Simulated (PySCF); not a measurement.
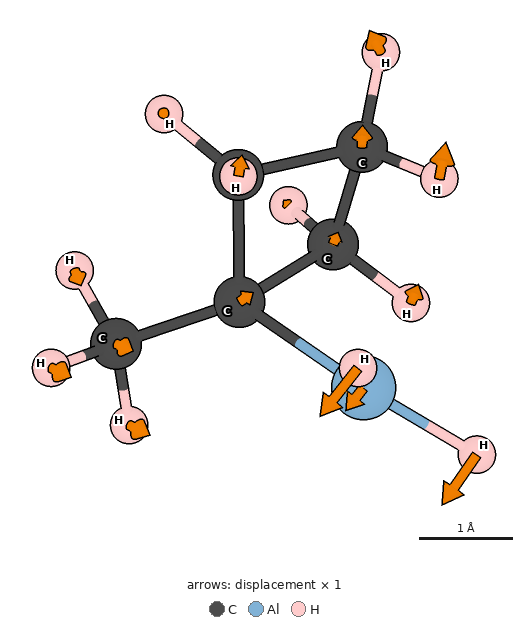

A relaxation of C₅H₁₁Al. The starting structure is drawn; orange arrows show the displacements, at their true length. The two geometries are superimposed by the best rigid fit.

The picture is a ball-and-stick view, seen at a tilt.

The start comes from GFN2-xTB.

The calculation used PBE0-D3(BJ)/def2-SVP geometry optimisation, gas phase in PySCF. 

Atoms of which element are displaced furthest, and by how much?

Hydrogen: up to 0.68 Å, against 0.33 Å for aluminium.

What happened in the run?

Over 9 geometry steps the energy falls by 24.0 kJ/mol. Largest force component: 0.82 eV/Å at the start, 0.023 eV/Å at the end. The largest moves after the best rigid fit, 0.68 Å, are those of H atoms. Largest moves by element: H 0.68 Å, Al 0.33 Å, C 0.26 Å. Among the contacts that change: Al–C 2.833 → 3.338 Å, Al–H 1.553 → 1.596 Å, Al–C 2.016 → 1.979 Å, C–H 1.090 → 1.105 Å. Bond angles that change, for instance: C–C–Al 132.3° → 109.2°, Al–C–C 97.6° → 112.5°, C–C–H 117.1° → 119.5°. The run took about 2.1 core-minutes on a shared host.
